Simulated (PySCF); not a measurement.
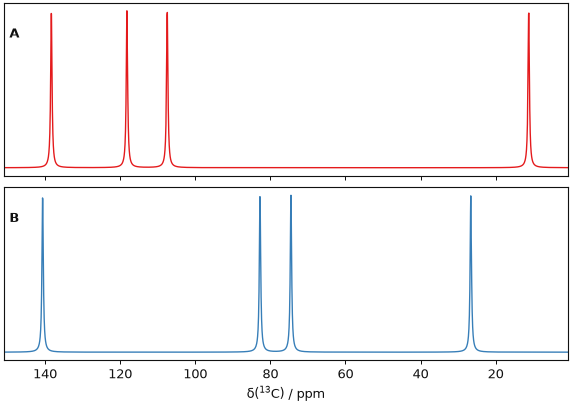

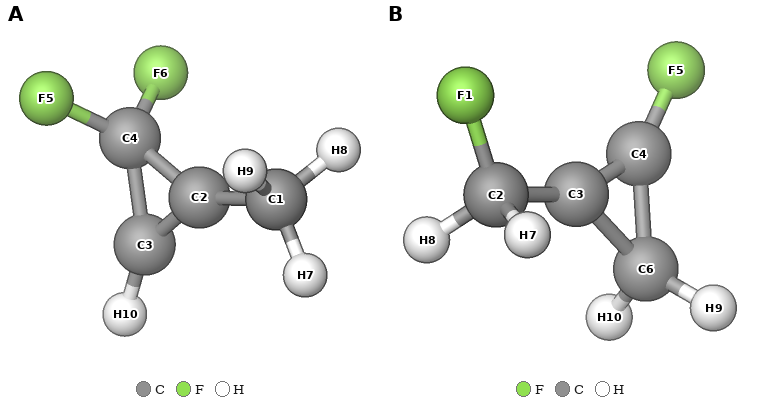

Related molecules: A is C₄H₄F₂, SMILES CC1=CC1(F)F; B is C₄H₄F₂, SMILES FCC1=C(F)C1. GIAO ¹³C shifts against TMS, KT3/pcSseg-2 in PySCF 2.14.0, at a PBE0-D3(BJ)/def2-SVP geometry (no frequency check); fully decoupled, line heights follow the number of nuclei within a panel, widths are arbitrary (no quadrupolar broadening); values of one conformer, averaged over methyl-type rotors and exact or near symmetry; other conformers aren't averaged in.

**Assign the ¹³C signals of each molecule.**

A: 138.3 (C2); 118.2 (C3); 107.5 (C4); 11.2 (C1)
B: 140.7 (C4); 82.8 (C2); 74.5 (C3); 26.6 (C6)
